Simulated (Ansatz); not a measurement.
The figure comes from a scan of ZnO (wurtzite): the cell is scaled evenly about its relaxed volume V₀. Computed with PBE (plane waves to 420 eV, PAW, scalar-relativistic; Ansatz, a quantum-chemistry and plane-wave program). k mesh 12×12×6 (Γ-centred), Fermi-Dirac smearing 0.05 eV. Stress and pressure are positive under compression. The PAW data are Ansatz's earlier set. ZnO was relaxed with its symmetry unable to fall. 

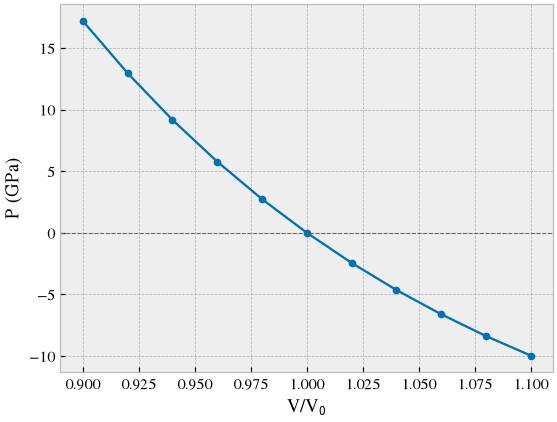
Figure: P (GPa) against V/V₀; one marker a computed point.

Question: List the plotted points as numbers.

Answer: To the nearest 0.5:

| V/V₀ | P (GPa) |
|---|---|
| 0.900 | 17.0 |
| 0.920 | 13.0 |
| 0.940 | 9.0 |
| 0.960 | 6.0 |
| 0.980 | 2.5 |
| 1.000 | 0.0 |
| 1.020 | -2.5 |
| 1.040 | -4.5 |
| 1.060 | -6.5 |
| 1.080 | -8.5 |
| 1.100 | -10.0 |

(Under strain, the slope of the energy per volume gives the stress and its curvature an elastic modulus.)
